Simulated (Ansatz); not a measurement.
# Fields on a plane of Mg2Si (antifluorite type, space group Fm-3m)

```
CELL_PARAMETERS angstrom
      0.00000     3.18221     3.18221
      3.18221     0.00000     3.18221
      3.18221     3.18221     0.00000
ATOMIC_POSITIONS crystal
  Si 0.00000 0.00000 0.00000
  Mg 0.25000 0.25000 0.25000
  Mg 0.75000 0.75000 0.75000
```

The slice is a {100} plane (indices of the conventional cell) through the point (0.750, 0.750, 0.750) (fractional), spanned by u = [100] and v = [0 1 -1] in vectors of this cell: u (4.50 Å) and v (4.50 Å, at 90° to u). It covers one period; positions are fractions (u, v).

Atoms on it: Mg at (0.50, 0.50); Mg at (0.00, 0.00).

Computed with PBE (plane waves to 420 eV, PAW, scalar-relativistic; Ansatz, a first-principles code). k mesh 9×9×9. These are valence fields of a PAW run, semicore shells included where kept as valence: close to a nucleus they are smooth pseudo fields. Mg2Si was relaxed with its symmetry unable to fall. The PAW data are Ansatz's earlier set.

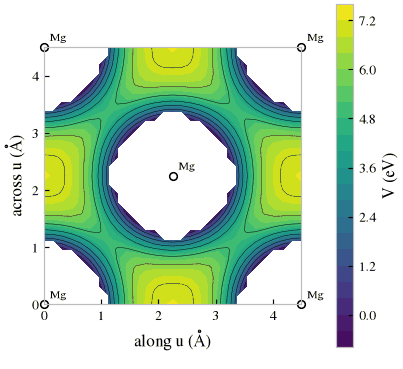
Figure. Electrostatic potential energy of an electron, from the cell's mean, in eV, one period of the plane, atoms marked. Points within 1 Å of a nucleus are left white, as the pseudised field means little there. The zero, the cell's mean, hangs on the PAW cores.

```
|@@%*-.                 .-*%@|
|%%#+:                   :+#%|
|**+-.                   .-+*|
|=-:.                     .:-|
|..                         .|
|                            |
|                            |
|                            |
|             ...            |
|           .:-=-:.          |
|          .-+***+-.         |
|          :+#%%%#+:         |
|         .-*%@@@%*-.        |
|         .=*%@@@%*=.        |
|         .-*%@@@%*-.        |
|          :+#%%%#+:         |
|          .-+***+-.         |
|           .:-=-:.          |
|             ...            |
|                            |
|                            |
|                            |
|..                         .|
|=-:.                     .:-|
|**+-.                   .-+*|
|%%#+:                   :+#%|
|@@%*-.                 .-*%@|
|@@%*=.                 .=*%@|
```
Scale: ten equal steps from -1.02 (start of ' ') to 1.48 (end of '@'), in the order ' .:-=+*#%@'. Values: log₁₀ of the valence density in e/Å³. The map has 28 points along u (one character each, u = 0 at the left) and 28 along v (v = 0 in the bottom row). The scale is logarithmic, as a density can span decades between atoms and voids.
